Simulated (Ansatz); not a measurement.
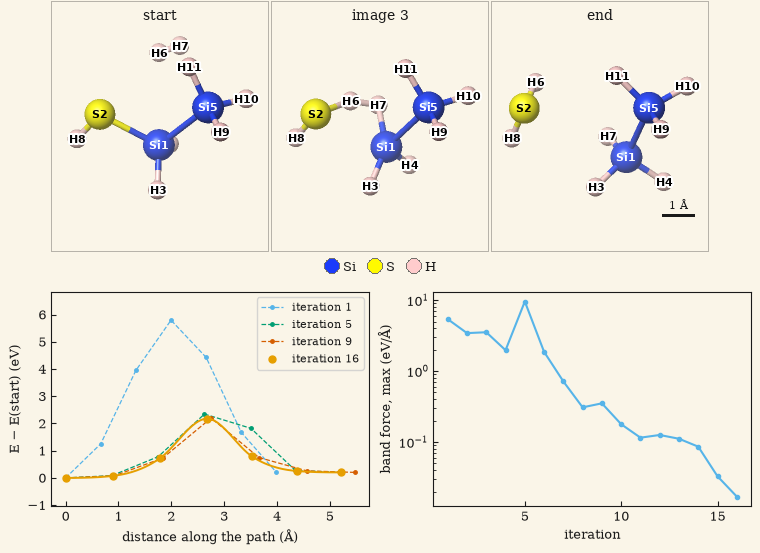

A nudged-elastic-band calculation for Si₂H₈S, made up at the start of Si2H6S and H2. Images are numbered from 0 (start) to 6 (end). The plot follows the band through its iterations. Style: ball-and-stick. Shown at a tilt.

Method: Ansatz 0.2.0, RKS r2SCAN-D4/def2-SVP. Set-up: 5 movable images; climbing image; force threshold 0.03 eV/Å; iteration limit 60; starting path by straight interpolation.

Did the band converge, and can the barrier be trusted?

The run is converged, with reservations. The band converged in 16 iterations. The largest component of the band force went from 5.4 to 0.017 eV/Å. The climbing image converged on the top of the path. Its curvatures weren't checked. The straight starting path can push atoms close together and costs iterations. The first iteration put the highest image at 5.80 eV. Forward barrier 2.18 eV, backward barrier 1.97 eV, with image 3 at the top; the reaction energy is +0.20 eV.

Limits of the set-up: the start holds two separate molecules, 2.9 Å apart at their closest, whose relative position is a soft coordinate.

The run took 2.8 min on 2 threads of Intel(R) Xeon(R) Platinum 8488C (Sapphire Rapids), with other jobs on the host, peak memory 0.18 GiB.
